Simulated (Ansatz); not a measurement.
# GeH₄S₂: a ladder of functionals and wavefunction methods

How much do the methods differ for GeH₄S₂? The plan is to run it at one geometry with functionals of several rungs and with coupled cluster. The yardstick is the atomisation energy at the CCSD(T) limit.

Program: Ansatz 0.2.0, Gaussian basis. Level of theory: functionals in def2-TZVPP, the program's frozen cores in correlated methods. These are calculated values, not measurements.

Plan: LDA (SPW92), PBE-D4, revPBE-D4, BLYP-D4, r2SCAN-D4, B97M-V, PBE0-D4, B3LYP-D4, r2SCANh-D4, r2SCAN0-D4, HSE06-D4, BHLYP-D4, CAM-B3LYP-D4, LC-ωPBE, ωB97X-V, ωB97M-V, B2PLYP, PBE-QIDH; CCSD(T)/def2-SVP; CCSD(T)/def2-TZVPP; MP2/def2-QZVPP; extrapolation to the limit; RPA on PBE.

**1. The geometry**

All runs share one geometry, relaxed beforehand with PBE0-D4 in a triple-zeta def2 set.

SMILES `[SH][GeH2][SH]`, 7 atoms, charge 0, spin multiplicity 1.

Atoms are counted from 1 here; the program's logs count them from 0.

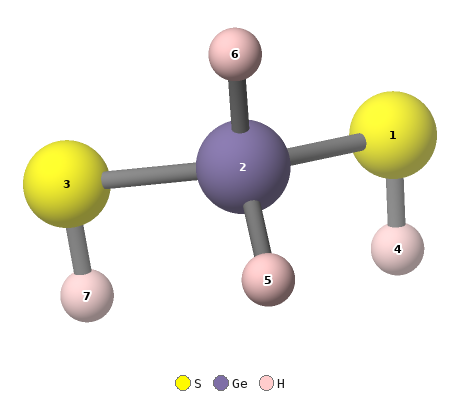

The geometry (sulfur yellow, germanium purple, hydrogen pink); atoms are numbered from 1 in the order of the file.

**2. LDA**

This LDA is Slater exchange with PW92 correlation.

in.yaml

```yaml
crystal:
  periodic: [false, false, false]
  atoms:
    - {symbol: S, position_ang: [-1.995182, -0.110722, -0.168250]}
    - {symbol: Ge, position_ang: [0.072858, 0.572529, 0.270589]}
    - {symbol: S, position_ang: [1.429754, -1.038592, 0.977307]}
    - {symbol: H, position_ang: [-1.662285, -0.690901, -1.332645]}
    - {symbol: H, position_ang: [0.669243, 1.215685, -0.989241]}
    - {symbol: H, position_ang: [-0.055231, 1.549458, 1.442323]}
    - {symbol: H, position_ang: [1.602042, -1.565459, -0.245785]}
basis:
  gaussian: {orbitals: def2-TZVPP}
hamiltonian: {xc: lda}
output: {orbitals: {seedname: orbitals}}
```

On the command line:

```
$ ansatz run in.yaml --threads 4 --pin off --events-out ev --progress --plain --max-ram 10444MiB
```

The runs that follow: PBE-D4 (GGA); revPBE-D4 (GGA); BLYP-D4 (GGA); r2SCAN-D4 (meta-GGA); B97M-V (meta-GGA); B3LYP-D4 (hybrid); r2SCANh-D4 (hybrid); r2SCAN0-D4 (hybrid); HSE06-D4 (hybrid); BHLYP-D4 (hybrid); CAM-B3LYP-D4 (range-separated); LC-ωPBE (range-separated); ωB97X-V (range-separated); ωB97M-V (range-separated); B2PLYP (double hybrid); PBE-QIDH (double hybrid); CCSD(T) in def2-SVP; CCSD(T) in def2-TZVPP; MP2 in def2-QZVPP; RPA on PBE orbitals.

**Question.** What will the summary of the whole plan be? Wanted: atomisation energy, CCSD(T)/CBS; farthest beyond LDA; mean size of error, GGA; mean size of error, meta-GGA; mean size of error, hybrid; mean size of error, range-separated; mean size of error, double hybrid; gap, smallest and largest; T1 diagnostic.

As calculated:

| quantity | value |
| --- | --- |
| atomisation energy, CCSD(T)/CBS | 1922.0 kJ/mol |
| functionals within 19.2 kJ/mol (1.0 %) | PBE-D4, r2SCAN-D4, r2SCANh-D4, ωB97X-V, ωB97M-V |
| farthest beyond LDA | BHLYP-D4 (-65.4 kJ/mol) |
| mean size of error, GGA | 30.8 kJ/mol |
| mean size of error, meta-GGA | 17.4 kJ/mol |
| mean size of error, hybrid | 28.8 kJ/mol |
| mean size of error, range-separated | 25.5 kJ/mol |
| mean size of error, double hybrid | 39.5 kJ/mol |
| gap, smallest and largest | 4.59 eV (BLYP-D4), 11.76 eV (LC-ωPBE) |
| T1 diagnostic | 0.0110 |
| triples share of the correlation energy | 4.1 % |

LDA overbinds by 267.2 kJ/mol (14 %). PBE-D4 misses by -4.0 kJ/mol. Double hybrids carry the basis error of their MP2 part in triple zeta, and no dispersion term here, so their miss is partly the set-up's. Taken by rung, meta-GGA functionals do best (17.4 kJ/mol on average) and double hybrid ones worst beyond LDA (39.5 kJ/mol). The gap between the best rungs is small, so their order is not settled. Misses under about 19.2 kJ/mol are within the doubt on the reference itself, which lacks core-valence correlation, relativity and higher excitations, and its outer-core shells are covered unevenly. Hartree-Fock recovers 70 % of the binding; the rest is correlation. CCSD(T) in def2-SVP is off by -172.4 kJ/mol, which most functionals beat. The gap grows from 4.6 to 11.8 eV across the functionals, mostly with the share of exact exchange. Correlated methods include outer-core shells of Ge, which these sets cover unevenly.
